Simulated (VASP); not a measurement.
Band structure of VO$_{2}$ (relaxed from the CdI2 structure, space group P-3m1). These are PBEsol GGA, VASP's PBE PAW potentials (set 64) (plane waves; VASP) values and carry that method's errors.

Without a dispersion term in the relaxation, distances and binding between the weakly bound layers, chains or molecules are unreliable, and so is what depends on them. The moments were started parallel, and other spin orders were not tried in this run.

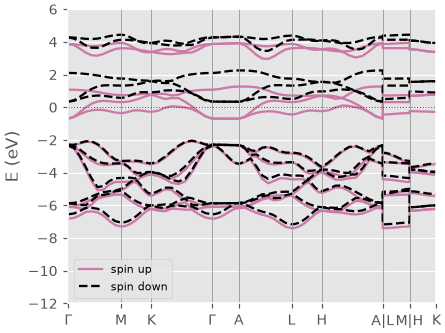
Figure: Bands along high-symmetry lines, zero at the valence-band maximum or, without a gap, the Fermi level

Q: Read the plot: is there a gap, and where are the band edges?

A: It has no gap at this level: it comes out as a metal or semimetal. (Edges off the drawn lines would not show.)

The structure was generated: VO2 was put into the CdI2 type (P-3m1), which need not be its known phase. It was relaxed first, which changed the volume by +18 %.
